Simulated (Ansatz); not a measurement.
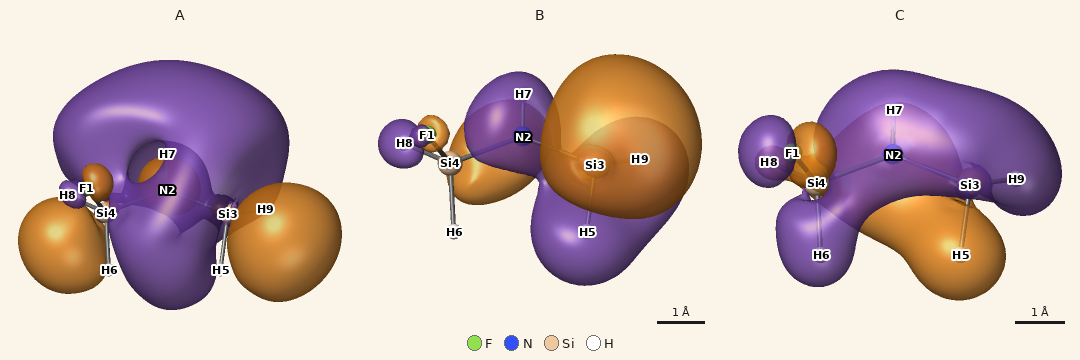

Figure. FH5NSi2 (SMILES F[SiH2]N[SiH2]) (doublet). Three frontier orbitals at ±0.05 Å⁻³ᐟ² (orange and purple are the two phases), in no order.

Geometry: r2SCAN-D4/def2-SVP.

Level of theory: isolated molecule in a Gaussian basis; Kohn-Sham density functional theory, functional PBE0 in Ansatz 0.2.0.

```yaml
atoms:
  - { symbol: F, position_ang: [0.5644, 1.4117, -1.0100] }
  - { symbol: N, position_ang: [0.1054, -0.7948, 0.6286] }
  - { symbol: Si, position_ang: [1.0034, -0.9546, 2.1271] }
  - { symbol: Si, position_ang: [-0.5384, 0.6355, -0.0967] }
  - { symbol: H, position_ang: [0.6386, 0.2251, 2.9732] }
  - { symbol: H, position_ang: [-0.9422, 1.5676, 0.9840] }
  - { symbol: H, position_ang: [0.1229, -1.6188, 0.0269] }
  - { symbol: H, position_ang: [-1.6460, 0.2555, -1.0115] }
  - { symbol: H, position_ang: [0.6222, -2.2360, 2.8090] }
```

Q: Which picture is the HOMO−1, the HOMO and the LUMO? All are α orbitals.

A: C is the HOMO−1 (α) (−9.23 eV). By Hirshfeld shares it lies mainly on N2 (about 50 %), Si3 (about 20 %) and Si4 (about 10 %). B is the HOMO (α) (−5.88 eV). By Hirshfeld shares it lies mainly on Si3 (about 65 %), N2 (about 15 %) and H9 (about 10 %). A is the LUMO (α) (−0.36 eV). Its weight (Hirshfeld) is mainly on Si3 (about 35 %), Si4 (about 20 %), H7 (about 15 %) and N2 (about 10 %).

Q: What is the gap between the highest occupied and lowest empty α orbitals?

A: 5.52 eV between the orbital energies.
